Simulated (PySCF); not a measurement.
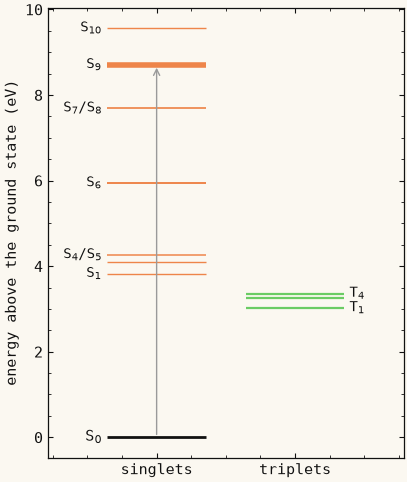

State diagram of GeS (germanium monosulfide), singlet. Vertical TDDFT excitations, PBE0/6-31G(d) with PySCF 2.14.0, at a PBE0-D3(BJ)/def2-SVP geometry (no frequency check), gas phase. Triplets in the Tamm-Dancoff approximation; only the lowest 10 singlets and 4 triplets were computed. Thicker singlet lines are brighter; the arrow marks the brightest. States within 0.01 eV of each other are merged, with their strengths summed. The highest state may be half of a pair whose partner wasn't computed.

What is the vertical gap between S1 and T1?

Answer. 0.80 eV: S1 at 3.82 eV, T1 at 3.02 eV.

What character does the calculation give T1?

Answer. Mixed, the largest part being HOMO → LUMO+1 (49 %).

How many of the triplet levels drawn lie below S1?

Answer. 3 of 3 (T1 3.02 eV, T2/T3 3.25 eV, T4 3.35 eV; S1 3.82 eV).

Note: states above the negative HOMO energy depend on the basis; core orbitals are frozen in the response; 6-31G(d) has no diffuse functions, so states with Rydberg character are missing or too high.
